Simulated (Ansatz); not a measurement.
```csv
atom,x (Å),y (Å),z (Å)
O,-0.0374,-1.9666,-1.9580
P,-0.4481,1.1649,-0.8049
Si,-1.0490,-1.1216,-1.0450
H,-2.5158,-1.0613,-1.4902
H,-1.1636,-1.4892,0.4432
H,-1.7120,1.5835,-0.2349
H,-0.8508,1.5566,-2.1345
```

Geometry: BLYP-D3(BJ)/def2-SVPD.

Theory: isolated molecule in a Gaussian basis; Kohn-Sham density functional theory, functional PBE0 in Ansatz 0.2.0.

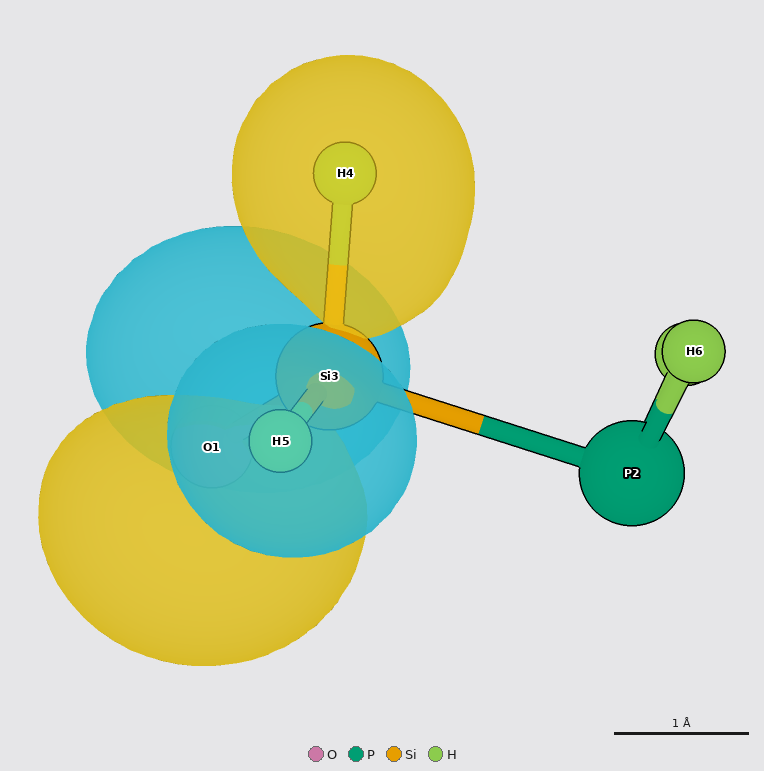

H$_{4}$OPSi (SMILES [O-][SiH2]P) (charge −1). The HOMO−1 at ±0.08 Å⁻³ᐟ² (yellow and cyan are the two phases), seen from one side.

Question: Where does this orbital lie, and at what energy?

Answer: It lies mainly on O1 (about 70 %) and H5 (about 5 %); largely a lone pair of O1. Its energy is −1.82 eV.
